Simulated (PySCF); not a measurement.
# CaF₂: relaxation and vibrations of the singlet

The task is one start of a wider search on CaF₂: the singlet, from a PBE minimum start. It is relaxed, tested by its Hessian and followed downhill if it is a saddle.

Program: PySCF 2.14.0. Level of theory: PBE, basis Ca def2-TZVP, F def2-TZVP, no relativity, density fitting. These are calculated values, not measurements.

## (1) Where the work starts

3 atoms, charge 0, spin multiplicity 1.

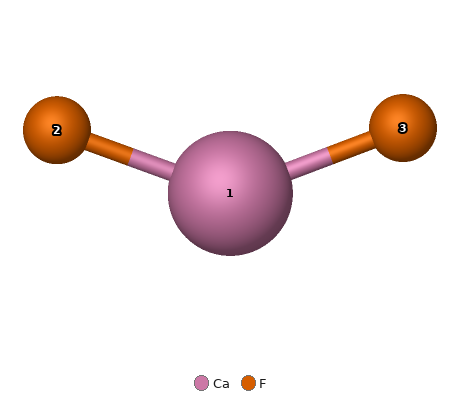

The starting geometry (calcium pink, fluorine orange); atoms are numbered from 1 in the order of the file.

```xyz
3
charge 0 multiplicity 1
Ca    0.0022    0.3392    0.0000
F    -0.0023   -0.3569    1.8746
F    -0.0023   -0.3569   -1.8746
```

## (2) First SCF at the start

One driver script runs all steps and calls PySCF; scf.py shows how it sets up the SCF of each step. The optimiser is the driver's own. After this first run the driver tries any further starts and a stability analysis.

scf.py reads:

```python
from pyscf import gto, scf, dft
mol = gto.M(atom='''
Ca     0.002214     0.339228     0.000000
F     -0.002329    -0.356868     1.874554
F     -0.002329    -0.356868    -1.874554''',
    basis={'Ca': 'def2-TZVP', 'F': 'def2-TZVP'},
    charge=0, spin=0)
mf = dft.RKS(mol, xc='PBE')
mf.grids.atom_grid = (50, 194)
aux = {'Ca': 'def2-universal-JKFIT', 'F': 'def2-universal-JKFIT'}
mf = mf.density_fit(auxbasis=aux)
mf.conv_tol = 1e-08
mf.diis_space = 10
mf.max_cycle = 60
mf.init_guess = 'minao'
mf.verbose = 4
mf.kernel()
```

Run with:

```bash
$ OMP_NUM_THREADS=2 python axn.py task.json out
```

After this run come: Relaxing the singlet from the PBE minimum start; Frequencies.

Before running it: what results should come out? Wanted: minimum; geometry; wavenumbers; dipole moment; highest occupied, lowest empty level; polar-tensor charge of Ca1; zero-point energy; atomisation energy.

**Answer**, as computed:

```
                                 quantity                             value
                                  minimum                      singlet, C2v
                                 geometry  Ca–F 1.999 Å (×2); F–Ca–F 139.3°
                       wavenumbers (cm⁻¹)       88 (a1), 515 (a1), 584 (b2)
                            dipole moment                            4.66 D
     highest occupied, lowest empty level                   -7.01, -2.41 eV
               polar-tensor charge of Ca1                           +1.72 e
                        zero-point energy                        7.1 kJ/mol
                      entropy at 298.15 K                   276.3 J/(mol K)
atomisation energy (no zero-point energy)                       1161 kJ/mol
```

What this shows: The molecule stays C2v, as typed, and the end point is a minimum. In the infrared the band at 584 cm⁻¹ (b2, stretch) leads. Other starts or spin states, not run here, may lie lower.
